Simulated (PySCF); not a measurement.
# C₅H₁₀O₂Si (SMILES C[SiH](C)/C=C/C(=O)O): what the fields show

Input

```
{"job": {"kind": "nmr", "xc": "PBE0", "basis": "pcSseg-1"}, "charge": 0, "multiplicity": 1}
C     -2.186381    -1.381918     0.029556
Si    -1.216321     0.254523    -0.012984
C     -1.813705     1.405735     1.379755
C      0.606320    -0.140139     0.295929
C      1.607785     0.129603    -0.539216
C      3.000106    -0.215478    -0.212097
O      3.377228    -0.755067     0.799108
O      3.851056     0.143358    -1.190438
H     -3.245799    -1.214082    -0.138897
H     -2.081846    -1.878293     0.990426
H     -1.836872    -2.070119    -0.734143
H     -1.356370     0.909026    -1.323828
H     -1.705773     0.936544     2.353942
H     -2.861397     1.662039     1.253768
H     -1.248209     2.332645     1.398315
H      0.882067    -0.627920     1.224947
H      1.461088     0.611875    -1.493372
H      4.758262    -0.096017    -0.945746
```

Launched as:

```sh
OMP_NUM_THREADS=1 python probes_run.py task.json out
```

Geometry: GFN2-xTB.

These are results of PBE0/pcSseg-1, SCF density, gas phase, non-relativistic in PySCF 2.14.0, not measurements.

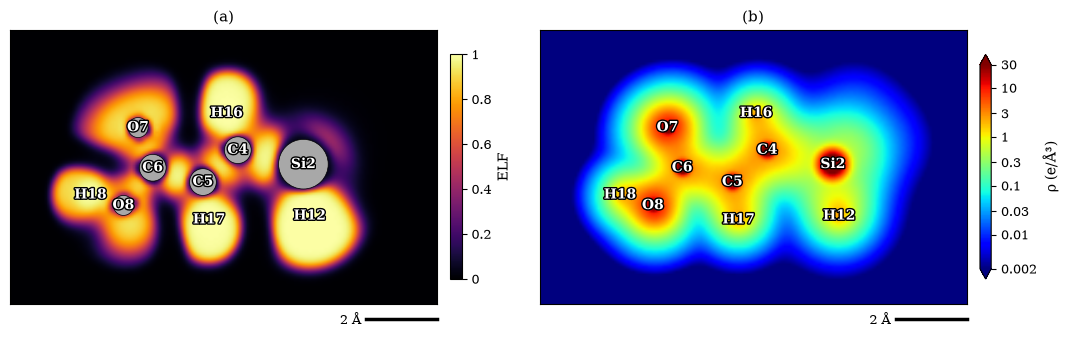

Figure 1. (a) ELF; (b) electron density on the plane of atoms C4, Si2 and H12. Grey discs cover the atomic cores in the ELF map.

### Read the bonding off the picture.

The section cuts through Si, C, O and H sites.
C–O (1.21 Å): the density is about 3.3 e/Å³ at the midpoint; the ELF peaks at about 0.85 between the atoms: a short, multiple covalent bond.
C–C (1.33 Å): ρ is about 2.3 e/Å³ halfway; the ELF peaks at about 0.90 between the atoms (a multiple bond).
C–Si (1.89 Å): ρ at the midpoint is about 0.93 e/Å³; the ELF peaks at about 1 between the atoms (a covalent bond).
O–H (0.97 Å): the density is about 3.7 e/Å³ at the midpoint; the ELF climbs to about 1 towards the hydrogen, as it does in any bond to H: an ordinary covalent bond to hydrogen.
C–O (1.35 Å): ρ is about 2.4 e/Å³ halfway, with its minimum of 2.1 e/Å³ about 0.5 Å from C; the ELF peaks at about 0.90 between the atoms, as expected for a polar covalent bond.
The ELF also peaks beside O8 and O7, away from the bonds: lone-pair regions.

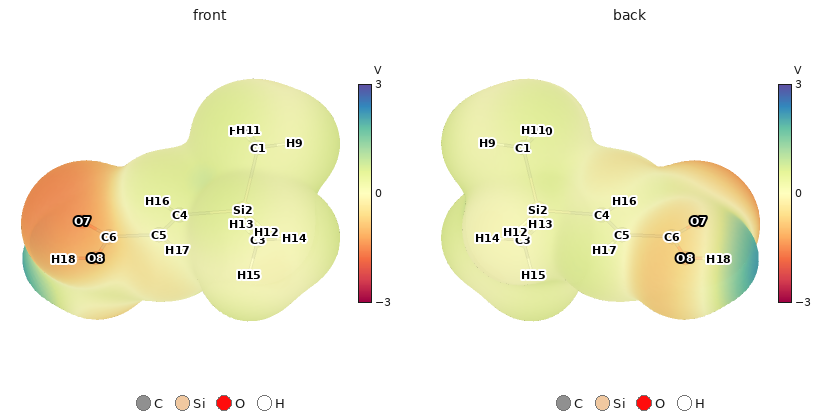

Figure 2. The molecular electrostatic potential painted on the density surface at 0.001 e/bohr³, seen from the front and from behind; red is negative and blue positive.

### Where is the surface potential most negative and most positive?

The most negative region (about −1.5 V) lies over O7, the most positive (about +2.0 V) over H18. O7 is the likeliest acceptor of a hydrogen bond.

### How polar is the molecule by this calculation?

Its dipole moment is 1.52 D.
